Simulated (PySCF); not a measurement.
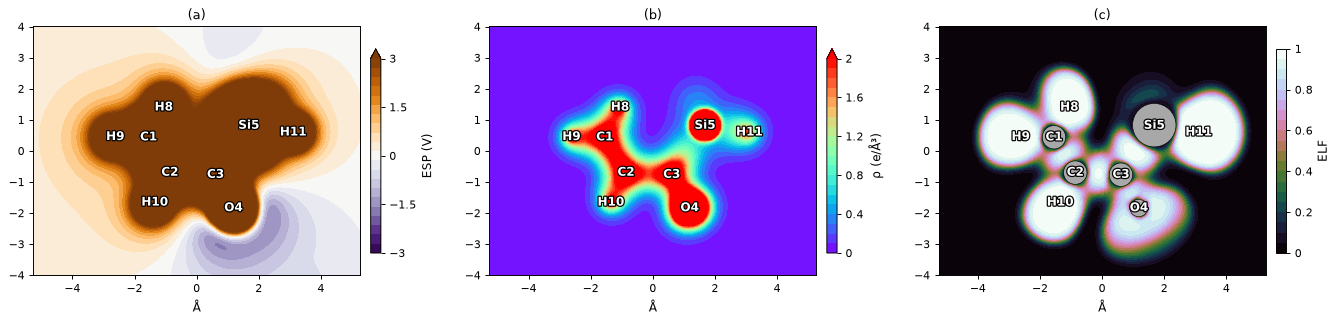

The picture shows: C3H4F2OSi. (a) electrostatic potential; (b) electron density; (c) electron localisation function on the plane of atoms C1, C2 and H10. Grey discs cover the atomic cores in the ELF map.

Geometry: GFN2-xTB.

Computed with B3LYP/def2-SVPD, SCF density, gas phase in PySCF.

```xyz
11

C     1.3628    1.0203    0.5024
C     1.3273   -0.2978    0.3465
C     0.0821   -1.0701    0.2064
O     0.1094   -2.2857    0.1399
Si   -1.6284   -0.1936    0.1089
F    -1.8796    0.7027    1.4133
F    -1.6169    0.9232   -1.0402
H     0.4669    1.6193    0.5349
H     2.2941    1.5517    0.6076
H     2.2332   -0.8901    0.3226
H    -2.7455   -1.0771   -0.0884
```

**Describe what can be read from this map.**

Atoms in the plane: C, O, Si and H.
C–O (1.22 Å): ρ at the midpoint is about 3.3 e/Å³; the ELF peaks at about 0.90 between the atoms (a short, multiple covalent bond).
C–C (1.33 Å): ρ is about 2.3 e/Å³ halfway; the ELF peaks at about 0.95 between the atoms: a short, multiple covalent bond.
C–Si (1.92 Å): ρ at the midpoint is about 0.97 e/Å³; the ELF peaks at about 1 between the atoms; localised, covalent bonding.
C–H (1.08 Å): the density is about 2 e/Å³ at the midpoint; the ELF climbs to about 1 towards the hydrogen, as it does in any bond to H: a covalent bond by its length.
C–C (1.47 Å): ρ at the midpoint is about 1.9 e/Å³; the ELF peaks at about 0.95 between the atoms: a covalent bond.
The ELF also peaks beside O4, away from the bonds: lone-pair regions.
Outside the dense part of the molecule the potential is most negative (−1.6 V) near O4.
